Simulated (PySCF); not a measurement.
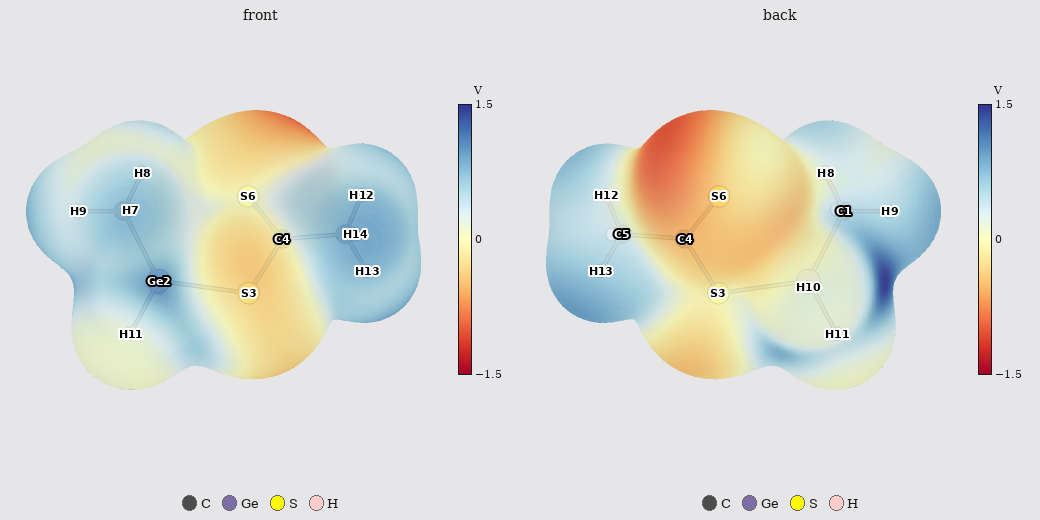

The picture shows: C$_{3}$H$_{8}$GeS$_{2}$ (SMILES [CH3][GeH2][S]C(C)=S). The molecular electrostatic potential painted on the density surface at 0.002 e/bohr³, seen from the front and from behind; red is negative and blue positive.

Geometry: GFN2-xTB.

Computed with B3LYP/def2-SVPD, SCF density, gas phase in PySCF 2.14.0.

```tsv
atom	x (Å)	y (Å)	z (Å)
C	-2.4073	0.5837	0.3514
Ge	-1.4202	-1.0904	0.0079
S	0.6773	-1.0064	0.8425
C	1.3778	0.1001	-0.2911
C	2.8211	0.3938	-0.0804
S	0.5275	0.7618	-1.5199
H	-2.2953	0.8644	1.3965
H	-2.0435	1.3949	-0.2716
H	-3.4621	0.4295	0.1454
H	-1.3495	-1.5770	-1.4127
H	-1.9876	-2.2196	0.8428
H	3.1373	1.2102	-0.7252
H	3.4128	-0.4926	-0.3148
H	3.0112	0.6471	0.9622
```

Q: Describe the electrostatic potential map.

A: The most negative region (about −1.0 V) lies over S6, the most positive (about +1.4 V) over Ge2.

Q: What dipole moment does the calculation give?

A: Its dipole moment is 1.01 D.
